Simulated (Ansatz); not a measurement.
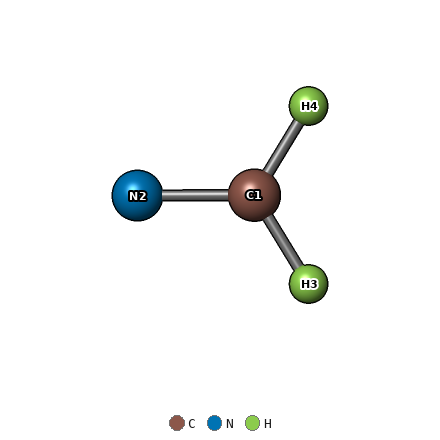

The system is CH₂N, SMILES C=[N], spin multiplicity 2; the picture shows the reference structure. 
- Coordinates scanned: (1) umbrella angle at C1 (between each of its bonds and their common axis; 90 is planar); (2) change of the bonds C1–N2, C1–H3, C1–H4, all alike.
- Nothing is relaxed (all other coordinates rigid).
- Grid: 15 × 15 points; 120 points were computed and 105 follow by symmetry.
- Points are written as (first, second).
- All energies are given in eV relative to the lowest grid point.
- All numbers below come from UKS PBE0-D4/def2-TZVP (Ansatz 0.2.0).

Its coordinates:

```csv
atom,x (Å),y (Å),z (Å)
C,-0.0136,-0.0110,-0.0144
N,0.7286,0.5890,0.7721
H,-0.8716,0.4875,-0.4860
H,0.1566,-1.0654,-0.2717
```

Range: umbrella angle at C1 (between each of its bonds and their common axis; 90 is planar) from 66.0 to 114.0°; change of the bonds C1–N2, C1–H3, C1–H4, all alike from −0.126 to 0.195 Å.

Predict the map.

The lowest grid point is at (90.0°, 0.011 Å). It is the only kind of minimum in the scanned range. The highest grid point, (66.0°, −0.126 Å), lies 3.12 eV above the lowest. Round the minimum the two coordinates are nearly uncoupled.

```tsv
second ↓, first →	66.0	69.4	72.9	76.3	79.7	83.1	86.6	90.0	93.4	96.9	100.3	103.7	107.1	110.6	114.0
0.195	2.79	2.56	2.37	2.22	2.10	2.02	1.96	1.95	1.96	2.02	2.10	2.22	2.37	2.56	2.79
0.172	2.47	2.24	2.03	1.87	1.74	1.65	1.60	1.58	1.60	1.65	1.74	1.87	2.03	2.24	2.47
0.149	2.18	1.94	1.72	1.55	1.41	1.31	1.25	1.23	1.25	1.31	1.41	1.55	1.72	1.94	2.18
0.126	1.92	1.66	1.43	1.25	1.11	1.00	0.94	0.92	0.94	1.00	1.11	1.25	1.43	1.66	1.92
0.103	1.69	1.42	1.18	0.99	0.84	0.73	0.66	0.64	0.66	0.73	0.84	0.99	1.18	1.42	1.69
0.080	1.51	1.22	0.96	0.76	0.61	0.49	0.42	0.40	0.42	0.49	0.61	0.76	0.96	1.22	1.51
0.057	1.37	1.06	0.80	0.59	0.42	0.30	0.23	0.21	0.23	0.30	0.42	0.59	0.80	1.06	1.37
0.034	1.28	0.97	0.69	0.47	0.30	0.17	0.10	0.07	0.10	0.17	0.30	0.47	0.69	0.97	1.28
0.011	1.26	0.93	0.64	0.41	0.23	0.11	0.03	0.00	0.03	0.11	0.23	0.41	0.64	0.93	1.26
−0.011	1.31	0.97	0.67	0.43	0.24	0.11	0.03	0.00	0.03	0.11	0.24	0.43	0.67	0.97	1.31
−0.034	1.45	1.09	0.78	0.53	0.34	0.20	0.11	0.08	0.11	0.20	0.34	0.53	0.78	1.09	1.45
−0.057	1.69	1.31	0.99	0.73	0.53	0.38	0.29	0.26	0.29	0.38	0.53	0.73	0.99	1.31	1.69
−0.080	2.03	1.64	1.31	1.04	0.83	0.68	0.58	0.55	0.58	0.68	0.83	1.04	1.31	1.64	2.03
−0.103	2.51	2.10	1.75	1.47	1.25	1.10	1.00	0.97	1.00	1.10	1.25	1.47	1.75	2.10	2.51
−0.126	3.12	2.70	2.34	2.05	1.82	1.66	1.56	1.53	1.56	1.66	1.82	2.05	2.34	2.70	3.12
```

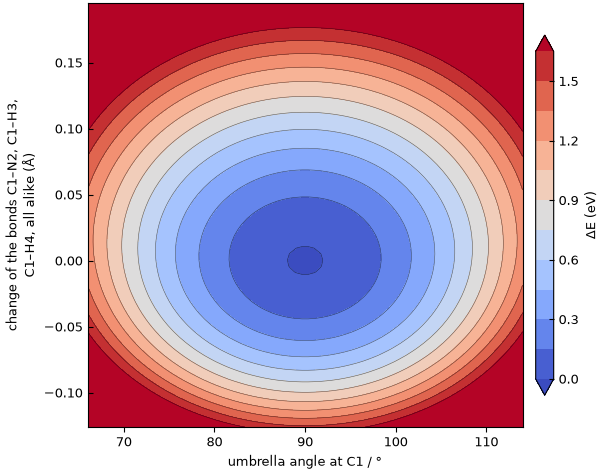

In the figure: filled contours, one colour for all values above the top of the scale. Between grid points the surface is interpolated.

Time for the 120 points that were run: 3.1 min on 1 thread of Arm Neoverse V1 (shared host).
